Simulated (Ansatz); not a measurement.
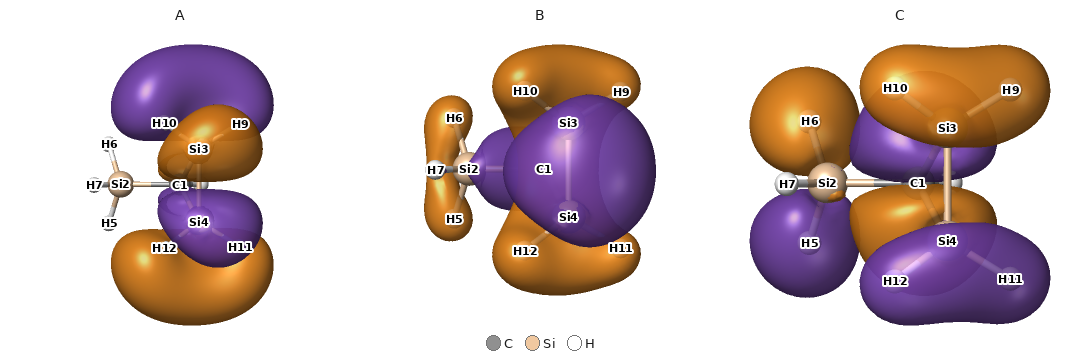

Figure. CH₈Si₃ (SMILES [SiH3]C1[SiH2][SiH2]1). Three frontier orbitals at ±0.05 Å⁻³ᐟ² (orange and purple are the two phases), in no order.

Geometry: PBE0-D3(BJ)/def2-SVP.

Computed with Ansatz, isolated molecule in a Gaussian basis; Kohn-Sham density functional theory, functional PBE0.

Input file:

```
crystal:
  periodic: [false, false, false]
  atoms:
    - {symbol: C, position_ang: [-0.197437, 1.774783, -2.074585]}
    - {symbol: Si, position_ang: [-1.859872, 1.442328, -1.300833]}
    - {symbol: Si, position_ang: [1.329639, 0.841987, -1.404939]}
    - {symbol: Si, position_ang: [0.422608, 0.608174, -3.454818]}
    - {symbol: H, position_ang: [-2.978863, 1.887275, -2.190116]}
    - {symbol: H, position_ang: [-2.001053, 2.136674, 0.017847]}
    - {symbol: H, position_ang: [-2.006480, -0.029809, -1.069574]}
    - {symbol: H, position_ang: [-0.039442, 2.847014, -2.266781]}
    - {symbol: H, position_ang: [2.553872, 1.663254, -1.201709]}
    - {symbol: H, position_ang: [1.070436, -0.121121, -0.299891]}
    - {symbol: H, position_ang: [1.033016, 1.271189, -4.639020]}
    - {symbol: H, position_ang: [-0.481074, -0.521151, -3.806721]}
basis:
  gaussian: {orbitals: def2-TZVPD}
total_charge: 0
hamiltonian: {xc: pbe0}
output: {forces: true, orbitals: {seedname: orbitals}}
```

Command:

```sh
ansatz run input.yaml --threads 2 --pin off --max-ram 4350MiB --events-out events.jsonl --progress --plain --runs-dir runs
```

Q: Which picture is the HOMO−1, the HOMO and the LUMO?

A: C is the HOMO−1 (−7.94 eV). Its weight (Hirshfeld) is mainly on C1 (about 35 %), Si3 (about 15 %), Si4 (about 15 %), Si2 (about 10 %), H5 (about 5 %) and H6 (about 5 %). B is the HOMO (−6.83 eV). By Hirshfeld shares it lies mainly on Si4 (about 35 %), Si3 (about 35 %) and C1 (about 15 %). A is the LUMO (−0.46 eV). Its weight (Hirshfeld) is mainly on Si4 (about 35 %), Si3 (about 35 %), H11 (about 5 %) and H9 (about 5 %).

Q: What is the HOMO–LUMO gap?

A: 6.37 eV between the orbital energies.
